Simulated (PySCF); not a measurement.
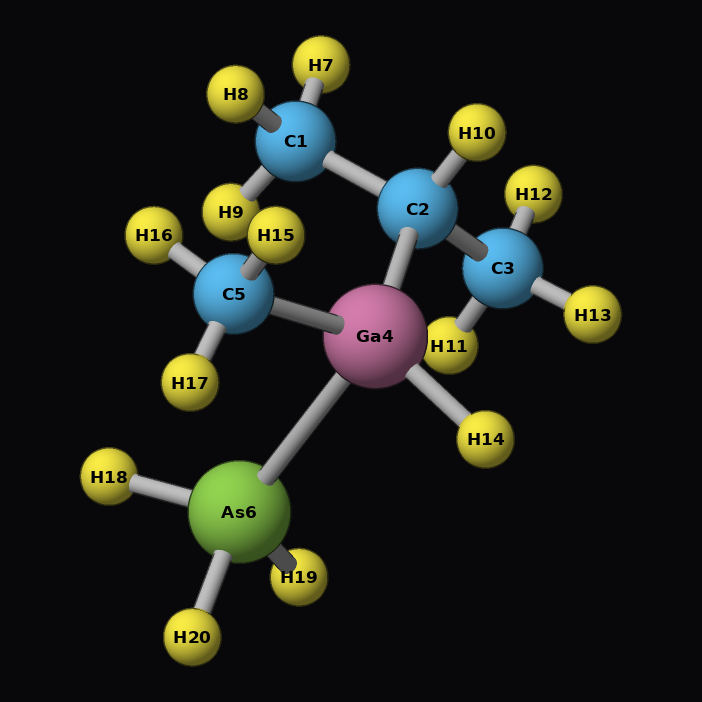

The geometry was computed by an optimisation with PBE0-D3(BJ)/def2-SVP. No frequency run is at hand to confirm it as a minimum. Level of theory: GIAO PBE/pcSseg-1 NMR shielding, non-relativistic, gas phase (PySCF 2.14.0). Principal shieldings σ11 ≤ σ22 ≤ σ33, span Ω = σ33 − σ11, skew κ = 3(σiso − σ22)/Ω.

Question. Which C atom has the most anisotropic shielding?

Answer. C3, with a span of 41 ppm.

Give the shielding tensors of the C atoms.

| atom | σ11 | σ22 | σ33 | σiso | Ω | κ |
| --- | --- | --- | --- | --- | --- | --- |
| C1 | 143.0 | 144.9 | 178.4 | 155.4 | 35.4 | 0.89 |
| C2 | 151.4 | 157.8 | 169.2 | 159.5 | 17.8 | 0.28 |
| C3 | 138.9 | 144.4 | 179.6 | 154.3 | 40.7 | 0.73 |
| C5 | 183.8 | 188.3 | 196.2 | 189.4 | 12.4 | 0.28 |

Shieldings and span in ppm.
